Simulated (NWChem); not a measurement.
**One shape, several levels: BSiH4ClO2 (SMILES OB(Cl)O[SiH3])**

We compute a comparison of 4 runs (HF/def2-SVP, r2SCAN/STO-3G, PBE0/def2-SVP, r2SCAN/6-311G**) of BSiH4ClO2. 

The results are computed with NWChem 7.3.0.

### 1 The system as given

BSiH4ClO2 has 9 atoms, charge 0, and is taken as a singlet. As SMILES, `OB(Cl)O[SiH3]`. Geometry: relaxed at PBE0-D4/def2-TZVP. This is one conformer, not always the lowest.

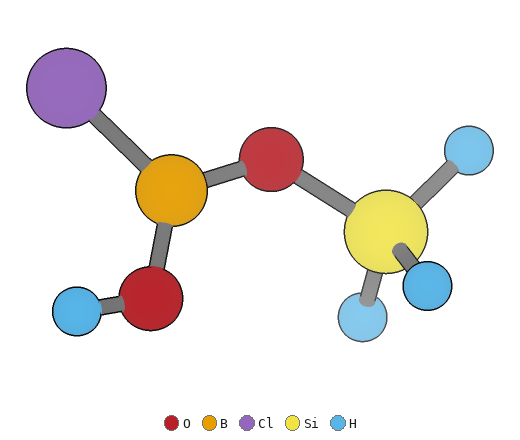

Viewed from a chosen angle; oxygen red, boron amber, chlorine purple, silicon yellow, hydrogen blue.

### 2 Energy and gradient at HF/def2-SVP (run 1)

calc.nw reads:

```
start calc
title "BClH4O2Si gradient"
memory total 2200 mb
charge 0
geometry units angstrom noautosym nocenter noautoz
O     -1.488800     0.491100     0.723100
B     -0.230000     0.993200     0.686000
Cl     0.150700     2.510600     1.524900
O      0.744500     0.354700     0.017900
Si     0.741000    -1.054400    -0.858000
H     -2.103900     1.027600     1.228100
H      2.126200    -1.243000    -1.344100
H     -0.193300    -0.936400    -2.003700
H      0.342200    -2.189700     0.008800
end
basis spherical bse
* library def2-SVP
end
scf
thresh 1e-08
maxiter 80
print medium
end
task scf gradient
```

The run is started by

```
$ nwchem calc.nw > calc.out
```

The log of the run:

```text
[...]
  functions       =    98
[...]
  wavefunction    = RHF
[...]
         Total SCF energy =   -925.000866819546
      One-electron energy =  -1807.887483935508
      Two-electron energy =    617.047707018108
 Nuclear repulsion energy =    265.838910097853
        Time for solution =     22.8s
[...]
                         RHF ENERGY GRADIENTS
    atom               coordinates                        gradient
                 x          y          z           x          y          z
   1 O      -2.813424   0.928044   1.366461    0.000756  -0.015471  -0.009827
   2 B      -0.434637   1.876876   1.296352    0.002368   0.009664   0.005350
   3 Cl      0.284782   4.744346   2.881643   -0.000242  -0.004160  -0.002520
   4 O       1.406901   0.670286   0.033826    0.008850  -0.006505  -0.006528
   5 Si      1.400287  -1.992527  -1.621385   -0.002518   0.006460   0.004742
   6 H      -3.975795   1.941882   2.320772   -0.009512   0.010794   0.009367
   7 H       4.017935  -2.348929  -2.539981    0.002588   0.000559  -0.000336
   8 H      -0.365284  -1.769539  -3.786444   -0.001601   0.000414  -0.001861
   9 H       0.646664  -4.137933   0.016630   -0.000689  -0.001754   0.001613
[...]
```

Wall time 33 s (1 thread of AMD EPYC 7R43 (Zen 3), shared host); peak memory 0.1 GiB.

### 3 Energy and gradient at r2SCAN/STO-3G (run 2)

bclh4o2si.nw reads:

```
start bclh4o2si
memory stack 880 mb heap 220 mb global 1100 mb
charge 0
geometry units atomic noautosym nocenter noautoz
 O  -2.81342425  0.92804450  1.36646096
 B  -0.43463701  1.87687599  1.29635212
 Cl  0.28478173  4.74434641  2.88164337
 O   1.40690110  0.67028586  0.03382610
 Si  1.40028706 -1.99252723 -1.62138501
 H  -3.97579479  1.94188257  2.32077265
 H   4.01793569 -2.34892957 -2.53998088
 H  -0.36528406 -1.76953954 -3.78644424
 H   0.64666428 -4.13793330  0.01662959
end
basis spherical bse
 * library STO-3G
end
dft
 xc r2scan
 grid xfine
 convergence energy 1e-08
 iterations 100
 mulliken
 print low
end
task dft gradient
```

The run is started by

```
$ nwchem bclh4o2si.nw > bclh4o2si.out
```

The log of the run:

```text
[...]
 d= 0,ls=0.0,diis     1   -916.5511753788 -1.18D+03  5.40D-02  8.21D-01     3.0
[...]
 d= 0,ls=0.0,diis    10   -916.7068955248 -2.58D-09  8.20D-07  8.02D-10    15.8
         Total DFT energy =     -916.706895524802
      One electron energy =    -1798.847763236247
           Coulomb energy =      688.348229108865
    Exchange-Corr. energy =      -72.046252306586
 Nuclear repulsion energy =      265.838890909166
[...]
                         DFT ENERGY GRADIENTS
    atom               coordinates                        gradient
                 x          y          z           x          y          z
   1 O      -2.813424   0.928045   1.366461   -0.022089   0.043915   0.033491
   2 B      -0.434637   1.876876   1.296352   -0.007021   0.024941   0.017475
   3 Cl      0.284782   4.744346   2.881643   -0.006943  -0.024159  -0.013110
   4 O       1.406901   0.670286   0.033826   -0.003374  -0.028859  -0.017019
   5 Si      1.400287  -1.992527  -1.621385    0.004925   0.031308   0.018127
   6 H      -3.975795   1.941883   2.320773    0.033853  -0.035876  -0.031748
   7 H       4.017936  -2.348930  -2.539981    0.014696  -0.002330  -0.005356
   8 H      -0.365284  -1.769540  -3.786444   -0.009759   0.001903  -0.011200
   9 H       0.646664  -4.137933   0.016630   -0.004289  -0.010843   0.009339
 Task  times  cpu:       19.7s     wall:       19.7s
[...]
```

Run time: 21 s. Hardware: 1 thread of AMD EPYC 7R43 (Zen 3), shared host; peak memory 0.14 GiB.

Run 3 isn't shown in full; the table further down has it.

### 4 Energy and gradient at r2SCAN/6-311G(d,p) (run 4)

a.nw reads:

```
START a
TITLE "BClH4O2Si"
memory stack 880 mb heap 220 mb global 1100 mb

GEOMETRY units atomic noautosym nocenter noautoz
  O     -2.81342425     0.92804450     1.36646096
  B     -0.43463701     1.87687599     1.29635212
  Cl     0.28478173     4.74434641     2.88164337
  O      1.40690110     0.67028586     0.03382610
  Si     1.40028706    -1.99252723    -1.62138501
  H     -3.97579479     1.94188257     2.32077265
  H      4.01793569    -2.34892957    -2.53998088
  H     -0.36528406    -1.76953954    -3.78644424
  H      0.64666428    -4.13793330     0.01662959
END

BASIS spherical bse
  * library 6-311G**
END

DFT
  xc r2scan
  grid fine
  convergence energy 1e-08
  iterations 100
  mulliken
END

TASK dft gradient
```

The run is started by

```
$ nwchem a.nw > a.out
```

The log of the run:

```text
[...]
          Wavefunction type:  closed shell.
          No. of atoms     :     9
          No. of electrons :    56
[...]
          Charge           :     0
          Spin multiplicity:     1
[...]
          AO basis - number of functions:   130
[...]
              XC Information
              --------------
                      r^2SCAN Method XC Functional
               r^2SCAN metaGGA Exchange Functional  1.000
                     r^2SCAN Correlation Potential  1.000
[...]
 d= 0,ls=0.0,diis     1   -927.3907892634 -1.19D+03  7.80D-03  1.64D+00     4.6
[...]
 d= 0,ls=0.0,diis    11   -927.4975466725 -2.28D-09  1.73D-07  1.34D-09    39.5
         Total DFT energy =     -927.497546672460
      One electron energy =    -1808.947607540588
           Coulomb energy =      687.551424215445
    Exchange-Corr. energy =      -71.940254256482
 Nuclear repulsion energy =      265.838890909166
[...]
  wavefunction    = closed shell
                         DFT ENERGY GRADIENTS
    atom               coordinates                        gradient
                 x          y          z           x          y          z
   1 O      -2.813424   0.928045   1.366461    0.000851   0.002596   0.001396
   2 B      -0.434637   1.876876   1.296352    0.001345   0.001278   0.000415
   3 Cl      0.284782   4.744346   2.881643   -0.001324  -0.003799  -0.001996
   4 O       1.406901   0.670286   0.033826   -0.002376  -0.006203  -0.003215
   5 Si      1.400287  -1.992527  -1.621385    0.000101   0.005720   0.003553
   6 H      -3.975795   1.941883   2.320773    0.001069  -0.001089  -0.000974
   7 H       4.017936  -2.348930  -2.539981   -0.000278   0.000329   0.000286
   8 H      -0.365284  -1.769540  -3.786444    0.000420   0.000312   0.000695
   9 H       0.646664  -4.137933   0.016630    0.000191   0.000855  -0.000160
[...]
```

Run time: 57 s. Hardware: 1 thread of AMD EPYC 7R43 (Zen 3), shared host; peak memory 0.12 GiB.

### 5 All runs side by side

```tsv
run	level	iteration cap	module	energy (Eh)	dipole moment (D)	largest force (eV/Å)	wall time
1	HF/def2-SVP	80	scf	-925.000867	1.54	0.943	33 s
2	r2SCAN/STO-3G	100	dft	-916.706896	–	3.059	21 s
3	PBE0/def2-SVP	100	dft	-926.741127	1.52	0.618	27 s
4	r2SCAN/6-311G**	100	dft	-927.497547	1.75	0.379	57 s
```

### 6 Outcome

```
                       quantity          value
            run 4: total energy  -927.49755 Eh
           run 4: dipole moment         1.75 D
             run 4: HOMO energy       -7.98 eV
             run 4: LUMO energy       -0.28 eV
           run 4: HOMO–LUMO gap        7.70 eV
run 4: largest force on an atom     0.379 eV/Å
```

Over runs 1, 3, 4 the dipole moment (its size) runs from 1.52 D (PBE0/def2-SVP) to 1.75 D (r2SCAN/6-311G**). The two ends differ in method and basis. Totals of different functionals can't be ranked against each other. In run 2 the basis is minimal, so the values are rough. All runs together took 2.3 min, the longest 57 s.
